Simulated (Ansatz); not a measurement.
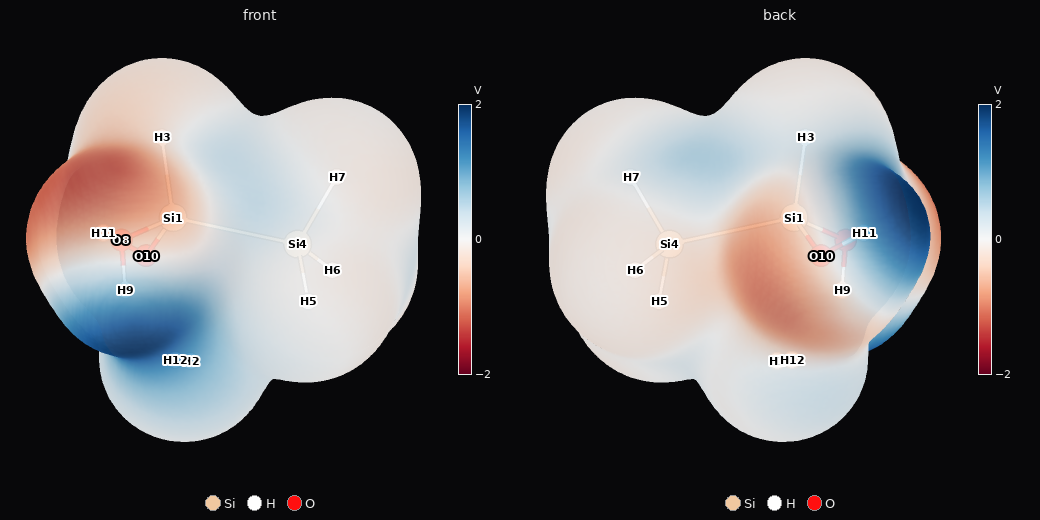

The picture shows: H6O2Si2···H2. The molecular electrostatic potential painted on the density surface at 0.001 e/bohr³, seen from the front and from behind; red is negative and blue positive.

Not at a stationary point (largest force 1.9 eV/Å).

Computed with RKS revPBE/def2-SVP (Ansatz).

Input

```
crystal:
  periodic: [false, false, false]
  atoms:
    - { symbol: Si, position_ang: [0.0, 0.0, 0.0] }
    - { symbol: H, position_ang: [0.0, 0.0, 1.81] }
    - { symbol: H, position_ang: [1.3768, 0.0, -0.4862] }
    - { symbol: Si, position_ang: [-1.0456, 1.8115, -0.7393] }
    - { symbol: H, position_ang: [-2.4302, 1.478, -1.0607] }
    - { symbol: H, position_ang: [-1.0215, 2.8436, 0.2931] }
    - { symbol: H, position_ang: [-0.3743, 2.3069, -1.9374] }
    - { symbol: O, position_ang: [-0.7913, -1.3709, -0.5594] }
    - { symbol: H, position_ang: [-1.2459, -1.8365, 0.2129] }
    - { symbol: O, position_ang: [1.0334, -1.5693, 0.6243] }
    - { symbol: H, position_ang: [0.4671, -2.4013, 0.5398] }
    - { symbol: H, position_ang: [0.5283, -0.8022, 1.7351] }
basis:
  gaussian: { orbitals: def2-SVP }
hamiltonian:
  xc: revpbe
relax:
  f_tol: 0.15
  max_steps: 25
  restrain:
    - { distance: [0, 9], at: 1.68, k: 30.0 }
    - { distance: [11, 1], at: 0.66, k: 30.0 }
    - { distance: [0, 1], at: 2.66, k: 30.0 }
    - { distance: [11, 9], at: 2.21, k: 30.0 }
output:
  orbitals: {}
```

Launched as:

```sh
ansatz run input.yaml --threads 2 --pin off --max-ram 3072MiB --backend cpu --events-out ev --progress --plain --runs-dir out
```

The fields are those of the run's last geometry, not of the input's.

Where is the surface potential most negative and most positive?

Answer. The most negative region (about −1.2 V) lies over O8, the most positive (about +1.9 V) over H9 and H11. O8 is the likeliest acceptor of a hydrogen bond.
